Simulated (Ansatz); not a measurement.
## Bands, cutoff and cost in G0W0 for WSe2 (P6_3/mmc)

How do accuracy and time trade against each other in G0W0 on WSe2 (P6_3/mmc)?

Main program and level: Ansatz 0.2.0; G0W0 on PBE, plane waves, PAW.

The database entry behind the starting cell differs from later determinations by our own check (a about 0.2 % long), so it need not match the best structure at ambient conditions.

### Step 1. Set-up

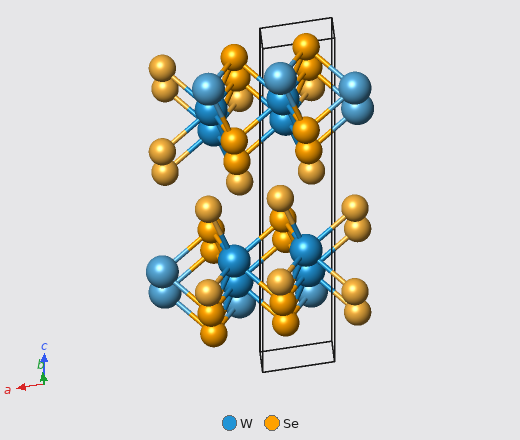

The starting structure, seen from a free direction (tungsten blue, selenium orange). 2×2×1 cells are drawn. Some periodic images of atoms are drawn too.

The cell and positions come from the Crystallography Open Database and are kept as given unless a step says otherwise. Spin-orbit coupling is left out unless a step names it.

### Step 2. 318 empty bands, screening to 110 eV

Now the one-shot GW correction: screening in the RPA, then the self-energy of the levels asked for. This step takes hard PAW files.

input.yaml reads:

```yaml
crystal:
  lattice:
    - [3.29, 0.0, 0.0]
    - [-1.645, 2.8492235785, 0.0]
    - [0.0, 0.0, 12.97]
  atoms:
    - { symbol: W, position: [0.3333333333, 0.6666666667, 0.25] }
    - { symbol: W, position: [0.6666666667, 0.3333333333, 0.75] }
    - { symbol: Se, position: [0.3333333333, 0.6666666667, 0.621] }
    - { symbol: Se, position: [0.6666666667, 0.3333333333, 0.121] }
    - { symbol: Se, position: [0.3333333333, 0.6666666667, 0.879] }
    - { symbol: Se, position: [0.6666666667, 0.3333333333, 0.379] }
kpoints:
  mp_grid: { grid: [6, 6, 2] }
hamiltonian:
  xc: pbe
  pseudopotentials: { kind: paw, source: ansatz }
scf:
  occupations: { method: fixed }
gw:
  n_empty_bands: 318
  ecut_chi: 110.0
  qp_bands: [v2, c2]
  qp_kpoints: band_edges
  screening: { model: contour_deformation }
```

On the command line:

```
$ ansatz run input.yaml --threads 4 --pin off --max-ram 138240MiB --backend cuda --events-out ev --progress --plain --runs-dir out --devices 1 --max-vram 26GiB  # rebuilt from the run's record
```

Numbers of over 12 decimals in the logs are rounded to 6 here.

Output:

```text
GPUs: using 1 of 1 available (devices: 1).
Engine: ansatz 0.2.0, x86_64-unknown-linux-gnu
Pseudopotentials: kind: paw
Pseudopotential: W, paw, valence charge 28, recommended cutoff 760 eV (normal), W.paw.azcp
Pseudopotential: Se, paw, valence charge 16, recommended cutoff 580 eV (normal), Se.paw.azcp
Functional definition: PBE
  parameter kappa = 0.804
  parameter beta = 0.066725
  exchange = pbe_x(kappa = kappa, mu = beta*pi^2/3)
  correlation = pbe_c(beta = beta)
device memory: the entry about to start is reckoned to put 5.8 GiB on a device that reports 78.5 GiB free (of which the cap on the GPU budget leaves the run 26.0 GiB)
GPU FFT provider: cuFFT
GPU libraries: cuBLAS 13.8.2, cuFFT 12.4.0, cuSOLVER 12.3.4
Crystal: 6 atoms, lattice volume = 121.580 Å³
Basis set: ecut = 760 eV, 5861 PW (Γ)
Bands: 72, of which v1, the nominal top of the filled ones, is band 60 counted from 1 (59 counted from 0)
Symmetry: 24 space group operations
Space group: P63/mmc (ITA 194), of the structure as read, at distance tolerance 5.0e-5 Å
k-points: 14 of 72
Non-local potential: W, projectors of the file, l = 0: 3, l = 1: 3, l = 2: 2, l = 3: 3
Non-local potential: Se, projectors of the file, l = 0: 2, l = 1: 2, l = 2: 3, l = 3: 1
PAW form: soft (Blöchl's): semilocal exchange-correlation on the pseudo side does not see the compensation charge
PAW one-centre angular grid: W, 590 points (default); XC on 64 Gauss nodes
PAW one-centre angular grid: Se, 590 points (default); XC on 64 Gauss nodes
Initial density: superposition of atomic densities (chi_scale 0.1, normalization cell, long waves kept (reshape's long-wave potential 0.05 eV rms))
Initial wavefunctions: pseudopotential atomic-orbital guess
GPU buffer pool allocated for 108000 grid points (all kernels)
GPU transforms: local potential and band sums: pruned to the plane-wave sphere, on 30×30×120
Functional: x = pbe(κ = 0.804, μ = 0.219515), c = pbe(β = 0.066725)
SCF iter   1: F=—  HF=-57643.637801 eV  |F-HF|=—  |Δ(HF+E_count)|=         —  Δρ=4.27e-2  dr2=9.13e0  ethr=3.10e-3  ⟨swp⟩=5.0  Hψ=3309  notcnv=0  defer=120
preconditioner: auto → Resta (q_TF=auto, 2.722 Å⁻¹)  ε∞=5.4  [insulator: Δε(μ)=0.730 eV  Ē_g=9.645 eV  n_scr=52 (ndim 8)  ℏωp=20.2 eV  f_vac=0.056  ε∞_Penn≈5.4]
SCF iter   2: F=—  HF=-57642.412699 eV  |F-HF|=—  |Δ(HF+E_count)|=    1.23e0  Δρ=2.42e-2  dr2=8.25e-1  ethr=3.10e-3  ⟨swp⟩=2.7  Hψ=1426  notcnv=0  defer=106
SCF iter   3: F=—  HF=-57642.228389 eV  |F-HF|=—  |Δ(HF+E_count)|=   1.84e-1  Δρ=1.28e-2  dr2=3.22e-1  ethr=6.87e-4  ⟨swp⟩=3.4  Hψ=1495  notcnv=0  defer=134
SCF iter   4: F=—  HF=-57642.163974 eV  |F-HF|=—  |Δ(HF+E_count)|=   6.44e-2  Δρ=3.51e-3  dr2=1.59e-2  ethr=2.68e-4  ⟨swp⟩=2.4  Hψ=1186  notcnv=0  defer=136
SCF iter   5: F=—  HF=-57642.160633 eV  |F-HF|=—  |Δ(HF+E_count)|=   3.34e-3  Δρ=1.45e-3  dr2=3.28e-3  ethr=1.32e-5  ⟨swp⟩=2.9  Hψ=1902  notcnv=0  defer=138
SCF iter   6: F=—  HF=-57642.162243 eV  |F-HF|=—  |Δ(HF+E_count)|=   1.61e-3  Δρ=5.52e-4  dr2=3.12e-4  ethr=2.73e-6  ⟨swp⟩=2.5  Hψ=1560  notcnv=0  defer=138
SCF iter   7: F=—  HF=-57642.162374 eV  |F-HF|=—  |Δ(HF+E_count)|=   1.31e-4  Δρ=2.22e-4  dr2=5.79e-5  ethr=2.60e-7  ⟨swp⟩=2.0  Hψ=1769  notcnv=0  defer=124
SCF iter   8: F=—  HF=-57642.162467 eV  |F-HF|=—  |Δ(HF+E_count)|=   9.30e-5  Δρ=5.98e-5  dr2=4.01e-6  ethr=4.82e-8  ⟨swp⟩=3.1  Hψ=2181  notcnv=0  defer=104
SCF iter   9: F=—  HF=-57642.162479 eV  |F-HF|=—  |Δ(HF+E_count)|=   1.18e-5  Δρ=1.26e-5  dr2=1.97e-7  ethr=3.34e-9  ⟨swp⟩=2.4  Hψ=1236  notcnv=0  defer=105
SCF iter  10: F=-57642.162479 eV  HF=-57642.162479 eV  |F-HF|=5.25e-9  |Δ(HF+E_count)|=   4.31e-7  Δρ=2.25e-6  dr2=4.48e-9  ethr=8.33e-11  ⟨swp⟩=11.1  Hψ=3745  notcnv=0
SCF 1 converged in 10 iterations: F = -57642.162479 eV  dr2 = 4.48e-9
  greatest PAW one-centre occupation: 0.998 electrons in one spin orbital (limit 2), on the W atom at site 1 (counted from 0), in its partial waves of l = 3
device memory: the entry about to start is reckoned to put 7.2 GiB (of the 7.3 GiB reckoned in all, the device holds 0.1 GiB already) on a device that reports 76.9 GiB free (of which the cap on the GPU budget leaves the run 25.9 GiB)
NSCF: frozen V_eff on 14 k-points
the band table was solved once the SCF had ended and its energy, with any forces and stress, was formed, with the checks that follow a solve (3857 applications of the Hamiltonian). They found nothing against the state; the energy, forces and stress were not computed again (output.eigenvalues in the input reference)
device memory: the entry about to start is reckoned to put 6.9 GiB on a device that reports 77.0 GiB free (of which the cap on the GPU budget leaves the run 26.0 GiB)
NSCF: frozen V_eff on 14 k-points
G₀W₀ screening: q 1/14
[... further progress lines ...]
SCF converged after 10 iterations
Free energy (F): -57642.162479 eV
Harris-Foulkes:  -57642.162479 eV  (|F-HF|=5.25e-9)
Internal energy: -57642.162479 eV  (E = F + TS)
E sigma→0 (E₀):  -57642.162479 eV
Fermi energy:    14.919853 eV
--- Per-component energies (eV) ---
  E_band       = -1883.480146
  E_kinetic    = 2249.312017
  E_local      = -34402.835856  (includes V_loc(G=0)·N_el)
  E_nonlocal   = 759.906331
  E_hartree    = 12673.973980
  E_xc         = -1191.063559
  E_vxc        = -1077.490319  (∫ρ·V_xc dr)
  E_paw        = -21363.438097  (= ΣΔE_a)
  E_vpaw       = 5239.671519  (= ΣTr[D̂ρ^β])
  E_aug_tail   = -0.000311  (compensation charges beyond the density's cutoff)
  E_ewald      = -16368.016984
  E_smearing   = -0.000000  (= −TS)
  E_closure    = -0.000000  (closes the sum)
  Σ components = -57642.162479   (vs F -57642.162479, Δ=0.00e0)
--- Band table (eV; the first three rows and the last of 14) ---
  k-point 0: bands = [... 56 lower, 13.4219, 13.8160, 13.8535, 14.9199, 17.5607, 17.5607, 17.6112, 17.6112, ... 8 higher]
  k-point 1: bands = [... 56 lower, 13.3943, 13.3943, 14.7035, 14.7035, 17.5663, 17.5663, 17.5663, 17.5663, ... 8 higher]
  k-point 2: bands = [... 56 lower, 13.0758, 13.8350, 13.8674, 14.2514, 16.5751, 17.1079, 17.1806, 17.2513, ... 8 higher]
  k-point 13: bands = [... 56 lower, 12.1853, 12.1853, 14.5838, 14.5838, 16.2499, 16.2499, 17.3529, 17.3529, ... 8 higher]
--- G₀W₀: contour deformation, 7 samples at zero and on the imaginary axis and 1 off it, 72 q-points, 318 empty bands' worth ---
  eigenvalues of the whole cell's RPA ε∞ on this k-mesh (on a slab, of 1 + 4πα/V) = 7.1244, 15.3745, 15.3745; static W/v taken at q = 0 is 0.068438
  gw.qp_kpoints: band_edges: 10 of 14 stored k-points solved, in 1 pass; an edge of the gap read off the rows below is read off those points alone
    valence top: of the k-points left out ik 7 came nearest to being solved in a further pass, in band 59 (counted from 1, as in the quasiparticle table): it holds the edge there only if its correction is more favourable than any solved in that band by at least 1.279 eV; those differ by 0.294 eV
    conduction bottom: of the k-points left out ik 4 came nearest to being solved in a further pass, in band 61 (counted from 1, as in the quasiparticle table): it holds the edge there only if its correction is more favourable than any solved in that band by at least 0.577 eV; those differ by 0.120 eV
    ik  band        ε_KS         Σx   Σc(E_QP)       V_xc       Z   E_QP_lin       E_QP  E_QP is
     0    59     13.8535   -18.1827     1.7597   -15.9694  0.7689    13.3964    13.3999  root
     0    60     14.9199   -19.3932     0.5158   -18.7634  0.7539    14.8057    14.8058  root
     0    61     17.5607   -13.9012    -4.0536   -18.2348  0.7563    17.8422    17.8407  root
     0    62     17.5607   -13.9012    -4.0536   -18.2348  0.7563    17.8422    17.8407  root
     1    59     14.7035   -19.0979     0.7520   -18.1736  0.7558    14.5309    14.5313  root
     1    60     14.7035   -19.0979     0.7520   -18.1736  0.7558    14.5309    14.5313  root
     1    61     17.5663   -13.8598    -4.0399   -18.1698  0.7552    17.8378    17.8363  root
     1    62     17.5663   -13.8598    -4.0399   -18.1698  0.7552    17.8378    17.8363  root
     2    59     13.8674   -18.2455     1.7434   -16.0683  0.7684    13.4305    13.4336  root
     2    60     14.2514   -19.1008     0.8825   -18.0656  0.7505    14.0984    14.0987  root
     2    61     16.5751   -13.3725    -3.8209   -17.3905  0.7601    16.7729    16.7722  root
     2    62     17.1079   -14.0361    -4.1514   -18.5074  0.7631    17.4297    17.4278  root
     3    59     14.2057   -19.0555     0.9918   -17.8830  0.7517    14.0246    14.0250  root
     3    60     14.2057   -19.0555     0.9918   -17.8830  0.7517    14.0246    14.0250  root
     3    61     16.8555   -13.7699    -3.9282   -17.9284  0.7570    17.0868    17.0859  root
     3    62     16.8555   -13.7699    -3.9282   -17.9284  0.7570    17.0868    17.0859  root
     8    59     13.7803   -19.3622     1.2066   -17.9847  0.7425    13.6088    13.6093  root
     8    60     13.8205   -19.4395     1.2055   -18.0521  0.7452    13.6381    13.6387  root
     8    61     15.8968   -13.0802    -3.5571   -16.7993  0.7652    16.0591    16.0588  root
     8    62     16.7831   -14.1711    -4.0148   -18.4321  0.7496    17.0306    17.0294  root
     9    59     13.8063   -19.4149     1.2037   -18.0346  0.7441    13.6291    13.6297  root
     9    60     13.8063   -19.4149     1.2037   -18.0346  0.7441    13.6291    13.6297  root
     9    61     16.2891   -13.6477    -3.7422   -17.6002  0.7611    16.5000    16.4993  root
     9    62     16.2891   -13.6477    -3.7422   -17.6002  0.7611    16.5000    16.4993  root
[...]
12    59     14.4781   -18.1714     0.5663   -17.4298  0.7529    14.3025    14.3029  root
    12    60     14.7241   -18.7999     0.4394   -18.2208  0.7530    14.5843    14.5846  root
    12    61     16.2498   -15.5798    -3.8330   -19.6945  0.7471    16.5328    16.5315  root
    12    62     16.2498   -15.5798    -3.8330   -19.6945  0.7471    16.5328    16.5315  root
    13    59     14.5838   -18.3914     0.4982   -17.7336  0.7533    14.4239    14.4242  root
    13    60     14.5838   -18.3914     0.4982   -17.7336  0.7533    14.4239    14.4242  root
    13    61     16.2499   -15.5769    -3.8329   -19.6915  0.7471    16.5328    16.5315  root
    13    62     16.2499   -15.5769    -3.8329   -19.6915  0.7471    16.5328    16.5315  root
```

Elapsed: 36 s, on 1 × NVIDIA H100 80GB HBM3 (shared by 3 runs) with 4 threads of AMD EPYC 7R13 (Zen 3), shared host; peak memory 2 GiB; 48 s of CPU time.

Reading the cycles: dr2 is the Hartree energy of the density residual (eV), the measure of convergence; HF is the Harris–Foulkes estimate of the energy, which meets the free energy F at convergence.

This step gave:

```
bands summed                                 : 378
RPA ε∞ on this mesh (eigenvalues)            : 7.124, 15.37, 15.37
plane waves in the screening matrix          : 317
q-points in the mesh                         : 72
G0W0 gap on the mesh                         : 1.253 eV
k of the valence top                         : 0, 0, 0
k of the conduction bottom                   : 0.1667, 0.1667, 0
starting gap on the mesh                     : 0.9770 eV
Z at the valence top                         : 0.7539
Z at the conduction bottom                   : 0.7652
least direct G0W0 gap on the computed points : 1.947 eV
```

The gap on the mesh goes from 0.98 eV to 1.25 eV, a correction of +0.28 eV. Between the two edge states, bare exchange in place of the xc potential would open the gap by 4.35 eV, and correlation takes back 4.07 eV.

### Step 3. 723 empty bands, screening to 190 eV

Bands and screening cutoff are moved together, since each hides the error of the other.

Changes to input.yaml since step 2:

```diff
@@ -20,4 +20,4 @@
 gw:
-  n_empty_bands: 318
-  ecut_chi: 110.0
+  n_empty_bands: 723
+  ecut_chi: 190.0
   qp_bands: [v2, c2]
```

Output:

```text
GPUs: using 1 of 1 available (devices: 1).
[...]
GPU FFT provider: cuFFT
GPU libraries: cuBLAS 13.8.2, cuFFT 12.4.0, cuSOLVER 12.3.4
Crystal: 6 atoms, lattice volume = 121.580 Å³
Basis set: ecut = 760 eV, 5861 PW (Γ)
Bands: 72, of which v1, the nominal top of the filled ones, is band 60 counted from 1 (59 counted from 0)
Symmetry: 24 space group operations
[...]
k-points: 14 of 72
[...]
GPU buffer pool allocated for 108000 grid points (all kernels)
[...]
SCF iter   1: F=—  HF=-57643.637801 eV  |F-HF|=—  |Δ(HF+E_count)|=         —  Δρ=4.27e-2  dr2=9.13e0  ethr=3.10e-3  ⟨swp⟩=5.0  Hψ=3309  notcnv=0  defer=120
[...]
SCF iter  10: F=-57642.162479 eV  HF=-57642.162479 eV  |F-HF|=5.25e-9  |Δ(HF+E_count)|=   4.31e-7  Δρ=2.25e-6  dr2=4.48e-9  ethr=8.33e-11  ⟨swp⟩=11.1  Hψ=3745  notcnv=0
SCF 1 converged in 10 iterations: F = -57642.162479 eV  dr2 = 4.48e-9
[...]
NSCF: frozen V_eff on 14 k-points
[...]
G₀W₀ screening: q 1/14
[... further progress lines ...]
SCF converged after 10 iterations
Free energy (F): -57642.162479 eV
[...]
Internal energy: -57642.162479 eV  (E = F + TS)
E sigma→0 (E₀):  -57642.162479 eV
Fermi energy:    14.919853 eV
[...]
--- Band table (eV; the first three rows and the last of 14) ---
  k-point 0: bands = [... 56 lower, 13.4219, 13.8160, 13.8535, 14.9199, 17.5607, 17.5607, 17.6112, 17.6112, ... 8 higher]
  k-point 1: bands = [... 56 lower, 13.3943, 13.3943, 14.7035, 14.7035, 17.5663, 17.5663, 17.5663, 17.5663, ... 8 higher]
  k-point 2: bands = [... 56 lower, 13.0758, 13.8350, 13.8674, 14.2514, 16.5751, 17.1079, 17.1806, 17.2513, ... 8 higher]
  k-point 13: bands = [... 56 lower, 12.1853, 12.1853, 14.5838, 14.5838, 16.2499, 16.2499, 17.3529, 17.3529, ... 8 higher]
[...]
bands read: the sum over 783 bands ends inside a degenerate multiplet in 9 slots, whose members it reads at an even weight; the widest, k=1: bands 783 to 786 (counted from 1) at 1/4 each
[...]
0    59     13.8535   -18.1827     1.5306   -15.9694  0.7687    13.1624    13.1709  root
     0    60     14.9199   -19.3932     0.2626   -18.7634  0.7513    14.5511    14.5526  root
     0    61     17.5607   -13.9012    -4.3017   -18.2348  0.7555    17.5926    17.5926  root
     0    62     17.5607   -13.9012    -4.3017   -18.2348  0.7555    17.5926    17.5926  root
     1    59     14.7035   -19.0979     0.5078   -18.1736  0.7535    14.2849    14.2871  root
     1    60     14.7035   -19.0979     0.5078   -18.1736  0.7535    14.2849    14.2871  root
     1    61     17.5663   -13.8598    -4.2879   -18.1698  0.7545    17.5884    17.5884  root
     1    62     17.5663   -13.8598    -4.2879   -18.1698  0.7545    17.5884    17.5884  root
[...]
13    59     14.5838   -18.3914     0.2723   -17.7336  0.7513    14.1965    14.1983  root
    13    60     14.5838   -18.3914     0.2723   -17.7336  0.7513    14.1965    14.1983  root
    13    61     16.2499   -15.5769    -4.0812   -19.6915  0.7436    16.2832    16.2832  root
    13    62     16.2499   -15.5769    -4.0812   -19.6915  0.7436    16.2832    16.2832  root
```

It took 86 s on 1 × NVIDIA H100 80GB HBM3 (shared by 3 runs) with 4 threads; peak memory 3.6 GiB; 2.3 min of CPU time.

This step gave:

```
bands summed                                 : 783
RPA ε∞ on this mesh (eigenvalues)            : 7.117, 15.26, 15.26
plane waves in the screening matrix          : 749
q-points in the mesh                         : 72
G0W0 gap on the mesh                         : 1.294 eV
k of the valence top                         : 0, 0, 0
k of the conduction bottom                   : 0.1667, 0.1667, 0
starting gap on the mesh                     : 0.9770 eV
Z at the valence top                         : 0.7513
Z at the conduction bottom                   : 0.7634
least direct G0W0 gap on the computed points : 1.936 eV
```

Against the run with 6×6×2 mesh, 318 empty bands, screening to 110 eV, hard PAW files, the gap moves by +0.04 eV.

### Step 4. 1224 empty bands, screening to 270 eV

Changes to input.yaml since step 3:

```diff
@@ -20,4 +20,4 @@
 gw:
-  n_empty_bands: 723
-  ecut_chi: 190.0
+  n_empty_bands: 1224
+  ecut_chi: 270.0
   qp_bands: [v2, c2]
```

Output:

```text
GPUs: using 1 of 1 available (devices: 1).
[...]
GPU FFT provider: cuFFT
GPU libraries: cuBLAS 13.8.2, cuFFT 12.4.0, cuSOLVER 12.3.4
Crystal: 6 atoms, lattice volume = 121.580 Å³
Basis set: ecut = 760 eV, 5861 PW (Γ)
Bands: 72, of which v1, the nominal top of the filled ones, is band 60 counted from 1 (59 counted from 0)
Symmetry: 24 space group operations
[...]
k-points: 14 of 72
[...]
1    62     17.5663   -13.8598    -4.3934   -18.1698  0.7544    17.4830    17.4829  root
[...]
13    59     14.5838   -18.3914     0.1735   -17.7336  0.7506    14.0965    14.0995  root
    13    60     14.5838   -18.3914     0.1735   -17.7336  0.7506    14.0965    14.0995  root
    13    61     16.2499   -15.5769    -4.1959   -19.6915  0.7424    16.1686    16.1685  root
    13    62     16.2499   -15.5769    -4.1959   -19.6915  0.7424    16.1686    16.1685  root
[key lines of the parts left out:]
SCF converged after 10 iterations
Free energy (F): -57642.162479 eV
Fermi energy:    14.919853 eV
```

The job ended after 4.1 min (1 × NVIDIA H100 80GB HBM3 (shared by 3 runs) with 4 threads; peak memory 6.7 GiB; 7.5 min of CPU time).

This step gave:

- bands summed: 1284
- RPA ε∞ on this mesh (eigenvalues): 7.115, 15.22, 15.22
- plane waves in the screening matrix: 1241
- G0W0 gap on the mesh: 1.311 eV
- k of the valence top: 0, 0, 0
- k of the conduction bottom: 0.1667, 0.1667, 0
- starting gap on the mesh: 0.9770 eV
- least direct G0W0 gap on the computed points: 1.925 eV

Against the run with 6×6×2 mesh, 723 empty bands, screening to 190 eV, hard PAW files, the gap moves by +0.017 eV.

### Step 5. 2045 empty bands, screening to 380 eV

Changes to input.yaml since step 4:

```diff
@@ -20,4 +20,4 @@
 gw:
-  n_empty_bands: 1224
-  ecut_chi: 270.0
+  n_empty_bands: 2045
+  ecut_chi: 380
   qp_bands: [v2, c2]
```

Output:

```text
GPUs: using 1 of 1 available (devices: 1).
[...]
GPU FFT provider: cuFFT
GPU libraries: cuBLAS 13.8.2, cuFFT 12.4.0, cuSOLVER 12.3.4
Crystal: 6 atoms, lattice volume = 121.580 Å³
Basis set: ecut = 760 eV, 5861 PW (Γ)
Bands: 72, of which v1, the nominal top of the filled ones, is band 60 counted from 1 (59 counted from 0)
Symmetry: 24 space group operations
[...]
k-points: 14 of 72
[...]
1    62     17.5663   -13.8598    -4.4617   -18.1698  0.7542    17.4150    17.4146  root
[...]
13    59     14.5838   -18.3914     0.1065   -17.7336  0.7503    14.0285    14.0325  root
    13    60     14.5838   -18.3914     0.1065   -17.7336  0.7503    14.0285    14.0325  root
    13    61     16.2499   -15.5769    -4.2760   -19.6915  0.7418    16.0889    16.0885  root
    13    62     16.2499   -15.5769    -4.2760   -19.6915  0.7418    16.0889    16.0885  root
[key lines of the parts left out:]
SCF converged after 10 iterations
Free energy (F): -57642.162479 eV
Fermi energy:    14.919853 eV
```

Elapsed: 5.5 min, on 1 × NVIDIA H100 80GB HBM3 (shared by 3 runs) with 4 threads; peak memory 14 GiB.

Numbers from this step:

```
bands summed                                 : 2105
RPA ε∞ on this mesh (eigenvalues)            : 7.113, 15.20, 15.20
plane waves in the screening matrix          : 2033
G0W0 gap on the mesh                         : 1.322 eV
k of the valence top                         : 0, 0, 0
k of the conduction bottom                   : 0.1667, 0.1667, 0
starting gap on the mesh                     : 0.9770 eV
least direct G0W0 gap on the computed points : 1.915 eV
```

Against the run with 6×6×2 mesh, 1224 empty bands, screening to 270 eV, hard PAW files, the gap moves by +0.011 eV.

[end of part 1 of 2]

[Paths, hosts, dates, memory and timing lines, banners, echoed tables and standing remarks are left out of the program output.]

[Logs are printed without paths, hosts, clocks, repeated set-up lines and the standing remarks that a program may print on its own settings, such as how far it seeks lower states.]

[Runs of the session that timed out or met a known fault of the program may be left out.]

[Cells called generated may have been cut or substituted from an entry of the Crystallography Open Database or the Materials Project.]

[Hosts, paths, dates, database ids (printed as entryN), source tags and the programs' standing remarks are cut or masked in the printed files.]
